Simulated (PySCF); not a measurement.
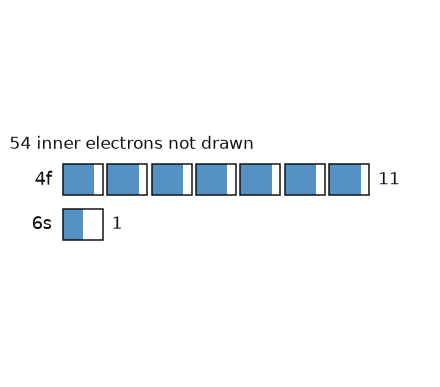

**Figure 1.** The outer shells of the nominal configuration: a box for each of the 2l + 1 orbitals, shaded by the share of the shell that is filled, with the electron count at the right.

# Run report: Ho⁺, atomic calculation

Ho⁺, configuration 1s2 2s2 2p6 3s2 3p6 3d10 4s2 4p6 4d10 4f11 5s2 5p6 6s1, multiplicity 5. Computed at this level: unrestricted LDA, cc-pwCVTZ-X2C plus 1 even-tempered diffuse shell per l, spin-free X2C-1e, Gaussian nucleus (PySCF).

### The program's output (extracts)
```
damping factor = 0
level_shift factor = 0
DIIS = <class 'pyscf.scf.diis.CDIIS'>
diis_start_cycle = 1
diis_space = 10
diis_damp = 0
SCF conv_tol = 1e-09
SCF conv_tol_grad = None
number electrons alpha = 35  beta = 31
XC functionals = LDA,VWN
    P. A. M. Dirac.,  Math. Proc. Cambridge Philos. Soc. 26, 376 (1930)
    F. Bloch.,  Z. Phys. 57, 545 (1929)
    S. H. Vosko, L. Wilk, and M. Nusair.,  Can. J. Phys. 58, 1200 (1980)
cycle= 1 E= -12606.7565023117  delta_E= 0.00584  |g|= 0.967  |ddm|= 0.571
cycle= 2 E= -12606.2851861816  delta_E= 0.471  |g|= 2.68  |ddm|=  0.7
cycle= 3 E= -12606.8404026133  delta_E= -0.555  |g|= 0.266  |ddm|= 0.429
cycle= 4 E= -12606.8487739063  delta_E= -0.00837  |g|= 0.0251  |ddm|= 0.0822
cycle= 5 E= -12606.8488535144  delta_E= -7.96e-05  |g|= 0.00118  |ddm|= 0.00822
cycle= 6 E= -12606.8488537561  delta_E= -2.42e-07  |g|= 0.000139  |ddm|= 0.000597
cycle= 7 E= -12606.8488537586  delta_E= -2.46e-09  |g|= 6.7e-06  |ddm|= 4.3e-05
cycle= 8 E= -12606.8488537586  delta_E= -1.82e-12  |g|= 1.72e-06  |ddm|= 8.3e-06
converged SCF energy = -12606.8488537586  <S^2> = 6.0015746  2S+1 = 5.0006298
```

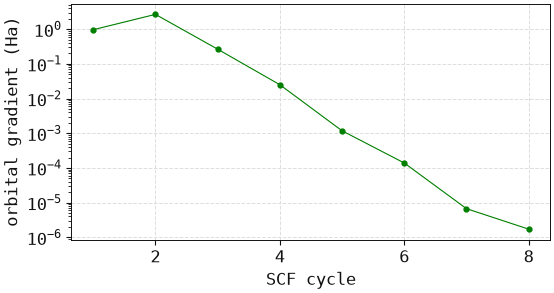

**Figure 2.** Convergence: orbital gradient against the SCF cycle. The residual comes down, with one marked jump up, by a factor of about 3, at step 2. It goes from 0.97 to 1.7×10⁻⁶ in 8 steps.

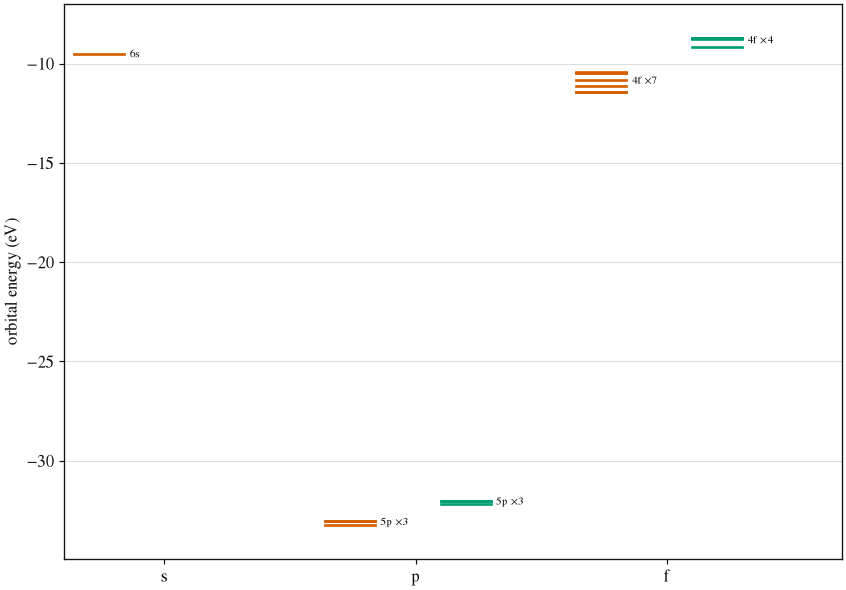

**Figure 3.** Orbital energies of the mean field, from the top down to −33.2 eV, by angular momentum, α spin at the left of each column and β at the right; ×n counts the orbitals under one label. The highest filled orbital is 4f β at −8.72 eV, the lowest empty one s β at −8.67 eV.

### Input
```python
from pyscf import gto, scf, dft, mp, cc
import basis_set_exchange as bse
mol = gto.M(atom="Ho 0 0 0", charge=1, spin=4, symmetry="D2h",
            basis=gto.basis.parse(bse.get_basis("cc-pwCVTZ-X2C", elements=["Ho"], fmt="nwchem", header=False, augment_diffuse=1)),
            nucmod="G")
mf = dft.UKS(mol, xc="LDA,VWN").sfx2c1e()
mf.irrep_nelec = {'Ag': (10, 9), 'B1g': (2, 2), 'B2g': (2, 2), 'B3g': (2, 2), 'Au': (1, 1), 'B1u': (6, 6), 'B2u': (6, 5), 'B3u': (6, 4)}
mf.kernel()
```

The script is an equivalent of what the driver set up; the driver started from orbitals of its own, so the log can be shorter than this script's would be, and it computed the properties (radii, ⟨L²⟩, response) afterwards. It held the occupations shell by shell, which the script's counts by irreducible representation don't always enforce.

The run was one of a batch that the task file lists, launched with:
```bash
OMP_NUM_THREADS=1 python <driver script> TASK.json OUT
```

### Summary

- outcome: converged
- total energy: −12606.8489 hartree
- ⟨S²⟩: 6.002
- ⟨L²⟩: 34.01
- SCF iterations: 8
- hardware: 1 thread of Arm Neoverse V1, 23 GiB of memory available, shared host
- wall time: 12 s

### Notes

⟨L²⟩ departs from that of the intended term, so the determinant mixes terms.
